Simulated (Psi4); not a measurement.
# CH3ClSi (SMILES C[Si]Cl) at MN15/def2-SVP (sweep point 2)

Aim: the vertical singlet–triplet gap of CH3ClSi at MN15/def2-SVP (sweep point 2), from 2 runs. 

The calculation is run with Psi4 1.11.

### 1 The structure to begin with

The species is CH3ClSi (6 atoms), meant as a singlet with charge 0. As SMILES, `C[Si]Cl`. The coordinates come from a PBE0-D4/def2-TZVP relaxation.

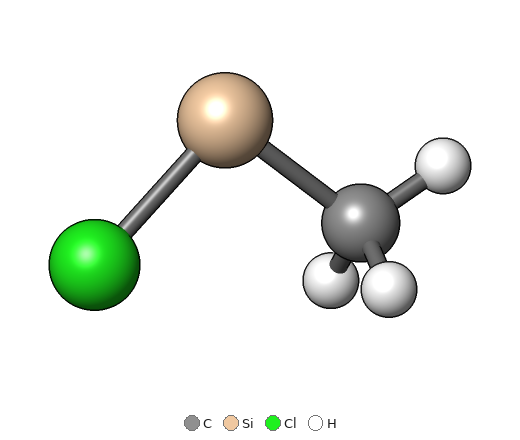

The structure, seen from a chosen angle (carbon grey, silicon light orange, chlorine green, hydrogen white).

### 2 A single-point energy at MN15/def2-SVP (sweep point 2)

The input, ch3clsi.dat:

```
memory 1600 mb

molecule {
  0 1
  C     -0.420900     0.376200    -0.177100
  Si     0.228200    -0.642100     1.273100
  Cl     1.857700    -1.533900     0.308500
  H      0.353800     1.065800    -0.531400
  H     -1.308700     0.949900     0.100100
  H     -0.668100    -0.280000    -1.019400
  symmetry c1
}

set puream true
set scf_type pk
set dft_radial_points 99
set dft_spherical_points 590

energy('mn15/def2-SVP')
print_variables()
```

The run is started by

```console
$ psi4 -i ch3clsi.dat -o ch3clsi.out -n 1
```

ch3clsi.out:

```text
[...]
  Running in c1 symmetry.
[...]
  Nuclear repulsion =  128.153233316674090
[...]
  Multiplicity = 1
[...]
  Nalpha       = 20
  Nbeta        = 20
[...]
    Number of basis functions: 65
[...]
   @RKS iter   1:  -788.82522549462192   -2.70413e-01   9.20041e-03 DIIS/ADIIS
[...]
   @RKS iter   8:  -789.01470626779087   -1.74081e-08   5.20152e-07 DIIS
[...]
    Orbital Energies [Eh]
    ---------------------
    Doubly Occupied:
       1A   -100.309936     2A    -65.283164     3A    -10.040365
       4A     -9.159007     5A     -7.181561     6A     -7.176957
       7A     -7.173199     8A     -5.193163     9A     -3.721756
      10A     -3.716117    11A     -3.708390    12A     -0.845411
      13A     -0.740921    14A     -0.509045    15A     -0.458375
      16A     -0.454414    17A     -0.397134    18A     -0.370370
      19A     -0.359040    20A     -0.261326
[...]
  @RKS Final Energy:  -789.01470626779087
   => Energetics <=
    Nuclear Repulsion Energy =            128.1532333166740898
    One-Electron Energy =               -1344.5444420383812485
    Two-Electron Energy =                 458.9256027619476868
    DFT Exchange-Correlation Energy =     -31.5491003080312247
    Empirical Dispersion Energy =           0.0000000000000000
    VV10 Nonlocal Energy =                  0.0000000000000000
    Total Energy =                       -789.0147062677908707
[...]
 Multipole Moments:
 ------------------------------------------------------------------------------------
     Multipole            Electronic (a.u.)      Nuclear  (a.u.)        Total (a.u.)
 ------------------------------------------------------------------------------------
 L = 1.  Multiply by 2.5417464519 to convert [e a0] to [Debye]
 Dipole X            :          4.3453421           -4.8083688           -0.4630268
 Dipole Y            :         -4.1967156            4.6253043            0.4285886
 Dipole Z            :          2.4580731           -2.6683698           -0.2102967
 Magnitude           :                                                    0.6650615
[...]
```

Run time: 9.6 s. Hardware: 1 thread of Intel Xeon 6975P-C (Granite Rapids), shared host; peak memory 0.9 GiB.

### 3 The triplet at the same level

The input, input.inp:

```
memory 1.6 GB

molecule system {
  0 3
  C     -0.420900     0.376200    -0.177100
  Si     0.228200    -0.642100     1.273100
  Cl     1.857700    -1.533900     0.308500
  H      0.353800     1.065800    -0.531400
  H     -1.308700     0.949900     0.100100
  H     -0.668100    -0.280000    -1.019400
  units angstrom
  symmetry c1
}

set globals {
  reference            uks
  puream               true
  scf_type             pk
  dft_radial_points    99
  dft_spherical_points 590
  maxiter              150
}

energy_value = energy('mn15/def2-SVP')
print_variables()
```

The run is started by

```console
$ psi4 input.inp input.out -n 1
```

input.out:

```text
[...]
  Running in c1 symmetry.
[...]
  Nuclear repulsion =  128.153233316674090
[...]
  Multiplicity = 3
[...]
  Nalpha       = 21
  Nbeta        = 19
[...]
    Number of basis functions: 65
[...]
   @UKS iter   1:  -788.76074702532094   -2.05935e-01   8.97373e-03 DIIS/ADIIS
[...]
   @UKS iter   9:  -788.94908233984836   -7.04995e-08   8.22767e-07 DIIS
[...]
   @S^2 Observed:                2.002637539E+00
[...]
    Orbital Energies [Eh]
    ---------------------
    Alpha Occupied:
       1A   -100.306867     2A    -65.283154     3A    -10.062860
       4A     -9.155175     5A     -7.179651     6A     -7.170725
       7A     -7.169978     8A     -5.193683     9A     -3.719648
      10A     -3.717127    11A     -3.715765    12A     -0.841711
      13A     -0.748881    14A     -0.519781    15A     -0.467171
      16A     -0.460683    17A     -0.403934    18A     -0.368870
      19A     -0.362642    20A     -0.296840    21A     -0.189453
    Alpha Virtual:
      22A      0.023791    23A      0.085411    24A      0.139051
      25A      0.158591    26A      0.162539    27A      0.194485
[...]
  @UKS Final Energy:  -788.94908233984836
   => Energetics <=
    Nuclear Repulsion Energy =            128.1532333166740898
    One-Electron Energy =               -1344.4854001935027554
    Two-Electron Energy =                 458.9280160626737484
    DFT Exchange-Correlation Energy =     -31.5449315256934320
    Empirical Dispersion Energy =           0.0000000000000000
    VV10 Nonlocal Energy =                  0.0000000000000000
    Total Energy =                       -788.9490823398483599
[...]
 Multipole Moments:
 ------------------------------------------------------------------------------------
     Multipole            Electronic (a.u.)      Nuclear  (a.u.)        Total (a.u.)
 ------------------------------------------------------------------------------------
 L = 1.  Multiply by 2.5417464519 to convert [e a0] to [Debye]
 Dipole X            :          4.1699183           -4.8083688           -0.6384505
 Dipole Y            :         -4.1763793            4.6253043            0.4489250
 Dipole Z            :          2.7715370           -2.6683698            0.1031672
 Magnitude           :                                                    0.7872714
[...]
```

Wall time 15 s (1 thread of Intel Xeon 6975P-C (Granite Rapids), shared host); peak memory 0.9 GiB.

### 4 What came out

Level: MN15/def2-SVP (sweep point 2).

| quantity | value |
| --- | --- |
| singlet: total energy | -789.01471 Eh |
| singlet: dipole moment | 1.69 D |
| singlet: HOMO energy | -7.11 eV |
| singlet: LUMO energy | -1.94 eV |
| singlet: HOMO–LUMO gap | 5.17 eV |
| triplet: total energy | -788.94908 Eh |
| triplet: dipole moment | 2.00 D |
| triplet: HOMO energy (highest over α and β) | -5.16 eV |
| triplet: LUMO energy (lowest over α and β) | -3.45 eV |
| triplet: ⟨S²⟩ | 2.003 |
| vertical energy of the triplet above the singlet | 1.786 eV |

At this shape the triplet lies 1.79 eV (172 kJ/mol) above the singlet.
